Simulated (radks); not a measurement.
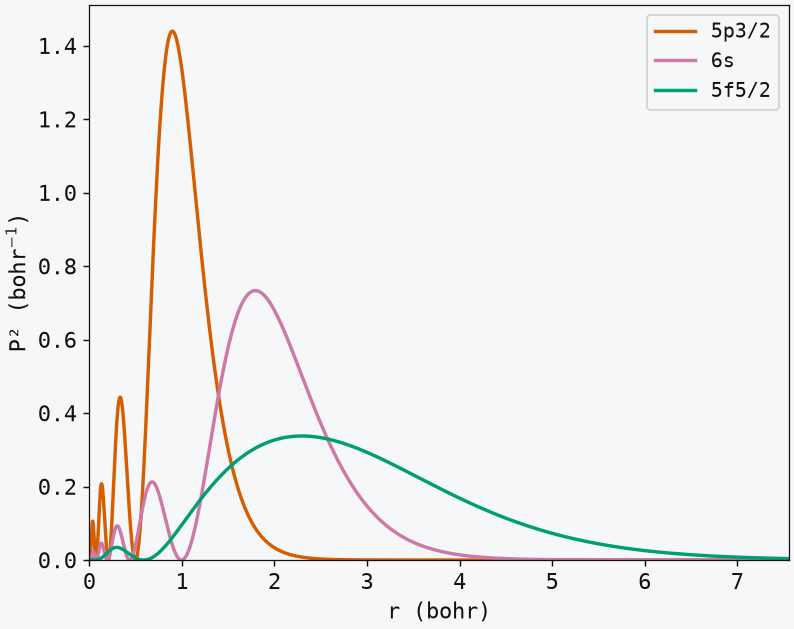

The radial probability densities P² (large components) of 5p3/2, 6s and 5f5/2. 5p3/2: outer maximum at 0.897 bohr, ⟨r⟩ = 0.984 bohr, 3 nodes, eigenvalue −123.2 eV; 6s: outer maximum at 1.79 bohr, ⟨r⟩ = 1.97 bohr, 5 nodes, eigenvalue −44.0 eV; 5f5/2: outer maximum at 2.30 bohr, ⟨r⟩ = 2.91 bohr, 1 node, eigenvalue −13.7 eV. The innermost lobes are too small to be seen at this scale.

## Pb³⁺: atomic calculation

The Pb³⁺ ion in the configuration [Kr] 4d10 4f14 5s2 5p4 5d10 5f2 6s1 (5p1/2: 2, 5p3/2: 2, 5f5/2: 2). Computed at this level: Dirac Kohn-Sham, exchange-only LDA, spin-unpolarised, spherical densities, point nucleus (the in-house radial solver radks).

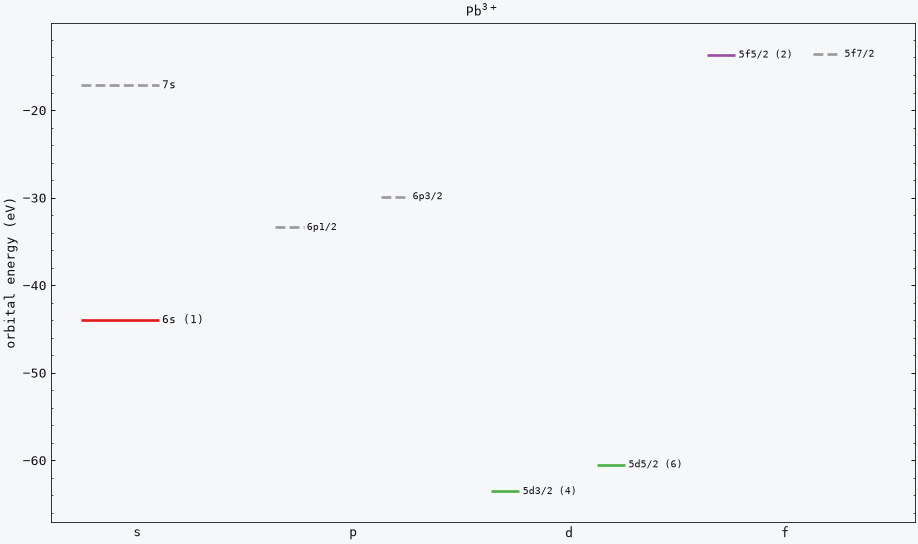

The outer levels are drawn by angular momentum (occupations in brackets, the lower j at the left of each column, empty levels dashed). The highest occupied level is 5f5/2 at −13.7 eV. From the top down the occupied levels run 5f5/2 (−13.7 eV), 6s (−44.0 eV), 5d5/2 (−60.5 eV), 5d3/2 (−63.6 eV). The lowest empty level drawn is 6p1/2 at −33.4 eV, below the highest occupied one, so this filling isn't the aufbau one. Spin-orbit splittings: 5f 0.0901 eV, 6p 3.52 eV, 5d 3.06 eV. The order isn't aufbau: the empty 6p1/2, 6p3/2 and 7s levels lie under the highest occupied one.

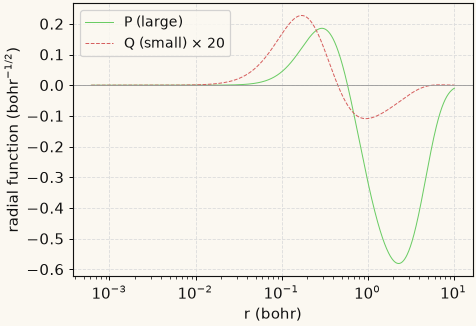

The large and small radial components of one occupied spinor. It is 5f5/2. The spinor has κ = 3: the large component has l = 3 and 1 radial node (r = 0.585 bohr), the small one has l = 2. The small component carries 0.0062 % of the norm; ⟨r⟩ = 2.91 bohr and the eigenvalue is −13.7 eV. The nodes of P give n − l − 1 and its extent picks the shell; Q has as many nodes as P for κ < 0 and one more for κ > 0.

Input and output of the run follow.

## Input file
```
Z 82
configuration [Kr] 4d10 4f14 5s2 5p4 5d10 6s1 5f2 6p0 7s0
relativity Dirac
functional lda,
spin unpolarised
j_filling energy
nucleus point
c 137.035999084
```

Energies in input and log are in hartree, lengths in bohr.

## The program's output
```
1s1/2   1   2.0000       -3232.53694387
2s1/2   1   2.0000        -579.16427769
2p1/2   1   2.0000        -556.37218838
2p3/2   1   4.0000        -475.97198388
3s1/2   1   2.0000        -140.32544213
3p1/2   1   2.0000        -130.02608680
3p3/2   1   4.0000        -112.09091478
3d3/2   1   4.0000         -95.12055551
3d5/2   1   6.0000         -91.30158939
4s1/2   1   2.0000         -33.08896231
4p1/2   1   2.0000         -28.63390630
4p3/2   1   4.0000         -24.23261330
4d3/2   1   4.0000         -16.96526474
4d5/2   1   6.0000         -16.14340665
4f5/2   1   6.0000          -6.72093219
4f7/2   1   8.0000          -6.53516133
5s1/2   1   2.0000          -6.94072979
5p1/2   1   2.0000          -5.39365815
5p3/2   1   2.0000          -4.52852510
5d3/2   1   4.0000          -2.33606021
5d5/2   1   6.0000          -2.22370287
6s1/2   1   1.0000          -1.61674979
5f5/2   1   2.0000          -0.50310092
5f7/2   1   0.0000          -0.49978950
6p1/2   1   0.0000          -1.22756683
6p3/2   1   0.0000          -1.09834601
7s1/2   1   0.0000          -0.63126239
Etot -20899.210926625874
Ekin 24338.442751461458
Encl -52797.18284386589
Eh 7927.852248578031
Exc -368.3230827994719
err 1.4691851277695319e-08
it 14
```

## Slater integrals of the outer shells (hartree)

| integral | value |
| --- | --- |
| F0(5f5/2,5f5/2) | 0.3121 |
| F2(5f5/2,5f5/2) | 0.1525 |
| F4(5f5/2,5f5/2) | 0.0970 |
| F6(5f5/2,5f5/2) | 0.0701 |
| F0(5f5/2,6s1/2) | 0.3660 |
| G3(5f5/2,6s1/2) | 0.1225 |
| F0(5f5/2,5d5/2) | 0.4050 |
| F2(5f5/2,5d5/2) | 0.1369 |
| F4(5f5/2,5d5/2) | 0.0754 |
| G1(5f5/2,5d5/2) | 0.1273 |
| G3(5f5/2,5d5/2) | 0.0761 |
| G5(5f5/2,5d5/2) | 0.0533 |
| F0(5f5/2,5d3/2) | 0.4065 |
| F2(5f5/2,5d3/2) | 0.1334 |
| F4(5f5/2,5d3/2) | 0.0725 |
| G1(5f5/2,5d3/2) | 0.1205 |
| G3(5f5/2,5d3/2) | 0.0722 |
| G5(5f5/2,5d3/2) | 0.0506 |
| F0(5f5/2,6p1/2) | 0.3494 |
| F2(5f5/2,6p1/2) | 0.1742 |

## Summary

| quantity | value |
| --- | --- |
| outcome | converged |
| total energy | −20899.2109 hartree |
| kinetic energy | 24338.4428 hartree |
| electron–nucleus energy | −52797.1828 hartree |
| Hartree energy | 7927.8522 hartree |
| exchange–correlation energy | −368.323083 hartree |
| radius at density 0.001 e/bohr³ | 4.43 bohr |
| SCF iterations | 14 |
| hardware | 1 CPU thread, shared host |
